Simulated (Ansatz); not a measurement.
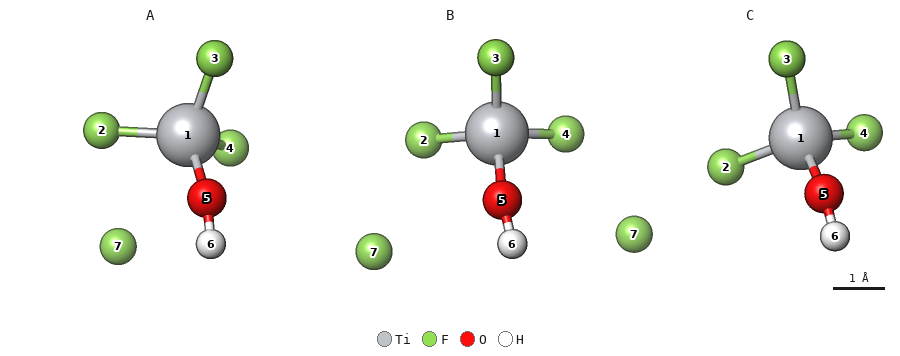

3 geometries from one relaxation of TiHOF₄ (multiplicity 2), in shuffled order. The picture is a ball-and-stick view, seen at a tilt.

The run prepares an end point of a later path (reaction) calculation, from a guessed geometry.

Method: Ansatz 0.2.0, UKS BHLYP/def2-SVP. Settings: collinear spin; force threshold 0.03 eV/Å; at most 50 steps.

> Order the frames from highest to lowest energy.

C, B, A. They are steps 0, 11, 19, at +8.97 kJ/mol, +3.57 kJ/mol relative to the last. The energy falls by 8.97 kJ/mol in 18 accepted moves (19 points after the start). The largest force component goes from 1.4 to 0.025 eV/Å. The line search rejected the trial step at point 6 of the run. The forces were under the threshold at step 7, but the run went on from there. The atom that moves furthest after the best rigid fit is F7 (1.69 Å). By element the largest moves are F 1.69 Å, H 0.55 Å, O 0.37 Å, Ti 0.25 Å. Some distances before and after: Ti1–F7 4.076 → 2.880 Å, Ti1–F2 1.784 → 1.738 Å, Ti1–O5 1.727 → 1.732 Å. Bond angles that change, for instance: Ti1–O5–H6 156.5° → 154.3°. The run took 2.1 min on 4 threads of Intel(R) Xeon(R) CPU @ 2.60GHz (Ice Lake), on a shared host, peak memory 0.45 GiB.

Limits of the set-up: the start holds two separate molecules, 2.3 Å apart at their closest, whose relative position is a soft coordinate and is computed without a dispersion correction.
